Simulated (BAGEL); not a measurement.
# HF/3-21G (density fitting with qzvpp-jkfit) run of CH6SSi (Si(SMe)H3)

What is the energy change on altering one bond length of CH6SSi (Si(SMe)H3) at HF/3-21G (density fitting with qzvpp-jkfit)? 

The results are computed with BAGEL 1.2.2.

## (1) The system as given

CH6SSi: 9 atoms, total charge 0, spin state singlet. As SMILES, `[H][Si]([H])([H])SC`. Geometry: relaxed at GFN2-xTB.

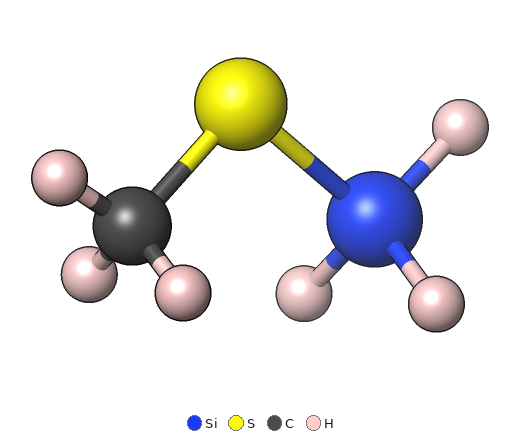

Viewed from a chosen angle; silicon blue, sulfur yellow, carbon dark grey, hydrogen pink.

## (2) The energy at HF/3-21G (density fitting with qzvpp-jkfit)

hf.json reads:

```json
{ "bagel" : [

{
  "title" : "molecule",
  "basis" : "3-21g",
  "df_basis" : "qzvpp-jkfit",
  "angstrom" : "true",
  "geometry" : [
    { "atom" : "Si", "xyz" : [      -0.367610,       0.847030,      -1.211930 ] },
    { "atom" : "S", "xyz" : [      -0.424760,       0.796280,       0.927960 ] },
    { "atom" : "C", "xyz" : [       0.355170,      -0.820020,       1.235220 ] },
    { "atom" : "H", "xyz" : [      -0.246300,      -1.606270,       0.789020 ] },
    { "atom" : "H", "xyz" : [       0.395280,      -0.950100,       2.311360 ] },
    { "atom" : "H", "xyz" : [       1.359700,      -0.829060,       0.823290 ] },
    { "atom" : "H", "xyz" : [       1.030150,       0.837800,      -1.633380 ] },
    { "atom" : "H", "xyz" : [      -1.060400,       2.076470,      -1.540820 ] },
    { "atom" : "H", "xyz" : [      -1.041220,      -0.352130,      -1.700720 ] }
  ]
},

{ "title" : "hf" },

{ "title" : "print", "file" : "orbitals.molden", "orbitals" : "true" }

]}
```

The run is started by

```bash
BAGEL_NUM_THREADS=1 BAGEL hf.json > hf.out
```

Log:

```text
* using 1 threads per process

  ===============================================================
  ===============================================================

  *** Geometry ***

  { "atom" : "Si", "xyz" : [     -0.694682,      1.600655,     -2.290216 ] },
  { "atom" : "S", "xyz" : [     -0.802680,      1.504751,      1.753590 ] },
  { "atom" : "C", "xyz" : [      0.671174,     -1.549613,      2.334228 ] },
  { "atom" : "H", "xyz" : [     -0.465440,     -3.035410,      1.491032 ] },
  { "atom" : "H", "xyz" : [      0.746971,     -1.795429,      4.367837 ] },
  { "atom" : "H", "xyz" : [      2.569461,     -1.566696,      1.555793 ] },
  { "atom" : "H", "xyz" : [      1.946701,      1.583213,     -3.086641 ] },
  { "atom" : "H", "xyz" : [     -2.003866,      3.923960,     -2.911728 ] },
  { "atom" : "H", "xyz" : [     -1.967621,     -0.665429,     -3.213895 ] },

  Number of auxiliary basis functions:      439

  Since a DF basis is specified, we compute 2- and 3-index integrals:
    o Being stored without compression. Storage requirement is 0.008 GB

  Number of basis functions:       47
  Number of electrons      :       42

    * METHOD: MOLECULE                             0.14

  *** RHF ***

  === Nuclear Repulsion ===
   153.1567558451

      * DIIS with orbital gradients will be used.

  === RHF iteration (3-21g) ===
      0       -724.05051154          0.01129737           0.03
      1       -724.08761213          0.00271200           0.02
      2       -724.09015405          0.00092971           0.02
      3       -724.09043215          0.00009281           0.02
      4       -724.09043747          0.00003194           0.02
      5       -724.09043823          0.00000844           0.02
      6       -724.09043828          0.00000209           0.02
      7       -724.09043828          0.00000055           0.02
      8       -724.09043828          0.00000011           0.02
      9       -724.09043828          0.00000004           0.02
     10       -724.09043828          0.00000001           0.02
     11       -724.09043828          0.00000000           0.02
    * SCF iteration converged.

    * Permanent dipole moment:
           (   -0.308507,     0.575145,     0.680417) a.u.

    * METHOD: HF                                   0.38

    * METHOD: PRINT                                0.01

  ===============================================================
```

Run time: 0.64 s. Hardware: 1 thread of Arm Neoverse V1, shared host.

## (3) The distorted shape at the same level

input.json reads:

```json
{ "bagel" : [

{
  "title" : "molecule",
  "basis" : "3-21g",
  "df_basis" : "qzvpp-jkfit",
  "angstrom" : true,
  "geometry" : [
    { "atom" : "Si", "xyz" : [      -0.266581,       1.026883,      -1.138620 ] },
    { "atom" : "S", "xyz" : [      -0.323731,       0.976133,       1.001270 ] },
    { "atom" : "C", "xyz" : [       0.456199,      -0.640167,       1.308530 ] },
    { "atom" : "H", "xyz" : [      -0.145271,      -1.426417,       0.862330 ] },
    { "atom" : "H", "xyz" : [       0.496309,      -0.770247,       2.384670 ] },
    { "atom" : "H", "xyz" : [       1.460729,      -0.649207,       0.896600 ] },
    { "atom" : "H", "xyz" : [       1.131179,       1.017653,      -1.560070 ] },
    { "atom" : "H", "xyz" : [      -0.959371,       2.256323,      -1.467510 ] },
    { "atom" : "H", "xyz" : [      -1.041220,      -0.352130,      -1.700720 ] }
  ]
},

{
  "title" : "hf"
},

{
  "title" : "print",
  "file" : "orbitals.molden",
  "orbitals" : true
}

]}
```

The run is started by

```bash
BAGEL_NUM_THREADS=1 BAGEL input.json > input.out
```

Log:

```text
* using 1 threads per process

  ===============================================================
  ===============================================================

  *** Geometry ***

  { "atom" : "Si", "xyz" : [     -0.503765,      1.940528,     -2.151680 ] },
  { "atom" : "S", "xyz" : [     -0.611763,      1.844624,      1.892126 ] },
  { "atom" : "C", "xyz" : [      0.862091,     -1.209740,      2.472763 ] },
  { "atom" : "H", "xyz" : [     -0.274522,     -2.695537,      1.629568 ] },
  { "atom" : "H", "xyz" : [      0.937888,     -1.455556,      4.506373 ] },
  { "atom" : "H", "xyz" : [      2.760378,     -1.226823,      1.694328 ] },
  { "atom" : "H", "xyz" : [      2.137619,      1.923085,     -2.948105 ] },
  { "atom" : "H", "xyz" : [     -1.812948,      4.263833,     -2.773192 ] },
  { "atom" : "H", "xyz" : [     -1.967621,     -0.665429,     -3.213895 ] },

  Number of auxiliary basis functions:      439

  Since a DF basis is specified, we compute 2- and 3-index integrals:
    o Being stored without compression. Storage requirement is 0.008 GB

  Number of basis functions:       47
  Number of electrons      :       42

    * METHOD: MOLECULE                             0.14

  *** RHF ***

  === Nuclear Repulsion ===
   152.2801533953

      * DIIS with orbital gradients will be used.

  === RHF iteration (3-21g) ===
      0       -724.04081156          0.01122790           0.03
      1       -724.07798149          0.00277617           0.03
      2       -724.08062781          0.00094338           0.03
      3       -724.08091772          0.00009973           0.02
      4       -724.08092376          0.00003407           0.05
      5       -724.08092464          0.00000903           0.02
      6       -724.08092470          0.00000233           0.03
      7       -724.08092471          0.00000067           0.02
      8       -724.08092471          0.00000013           0.02
      9       -724.08092471          0.00000005           0.02
     10       -724.08092471          0.00000001           0.03
     11       -724.08092471          0.00000000           0.02
    * SCF iteration converged.

    * Permanent dipole moment:
           (   -0.377575,     0.474123,     0.597000) a.u.

    * METHOD: HF                                   0.43

    * METHOD: PRINT                                0.01

  ===============================================================
```

Run time: 0.7 s. Hardware: 1 thread of Arm Neoverse V1, shared host.

## (4) What came out

At HF/3-21G (density fitting with qzvpp-jkfit):

| quantity | value |
| --- | --- |
| first shape: total energy | -724.09044 Eh |
| first shape: dipole moment | 2.40 D |
| first shape: HOMO energy | -9.62 eV |
| first shape: LUMO energy | 3.43 eV |
| first shape: HOMO–LUMO gap | 13.05 eV |
| distorted shape: total energy | -724.08092 Eh |
| distorted shape: dipole moment | 2.16 D |
| distorted shape: HOMO energy | -9.66 eV |
| distorted shape: LUMO energy | 3.39 eV |
| distorted shape: HOMO–LUMO gap | 13.05 eV |
| energy change with the Si1–H9 bond stretched from 1.460 to 1.679 Å | 0.259 eV |

With the Si1–H9 bond stretched from 1.460 to 1.679 Å the energy rises by 0.26 eV (25.0 kJ/mol). The first shape isn't relaxed at this level, so the change isn't measured from a minimum.
